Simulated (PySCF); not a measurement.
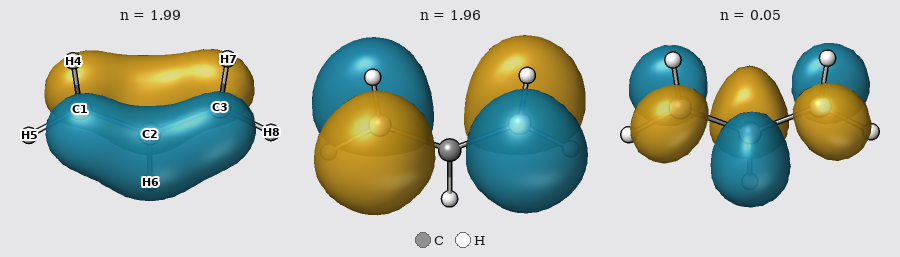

C3H5, charge −1, SMILES `C=C[CH2-]`. Natural orbitals of the π active space, CASSCF(4,3), singlet state, in order of falling occupation.

PySCF calculation, def2-SVPD basis, gas phase; geometry: GFN2-xTB. No frequency check shows the geometry to be a minimum.

Coordinates in Å:

```
C1       1.2439   -0.1832    0.0000
C2      -0.0000    0.4002    0.0000
C3      -1.2439   -0.1832    0.0000
H4       1.3748   -1.2591    0.0000
H5       2.1539    0.4082    0.0000
H6      -0.0003    1.4996    0.0000
H7      -1.3748   -1.2591    0.0000
H8      -2.1539    0.4081    0.0000
```

How multiconfigurational is the state?

Answer. The leading determinant weighs 0.97; the effective number of unpaired electrons, Σ n²(2−n)², is 0.02; the most occupied of the weakly occupied orbitals holds 0.05 e, as in an ordinary closed-shell π system. The active space lowers the energy by 0.49 eV against Hartree–Fock.

Where does the lowest triplet lie relative to the singlet, at this geometry and within this active space?

Answer. 3.41 eV above it by strongly contracted NEVPT2 (+3.41 eV by CASSCF); a small basis tends to put such gaps a few tenths of an eV too high. This is a vertical energy for π states alone; a state that uses lone pairs or σ orbitals may lie lower.
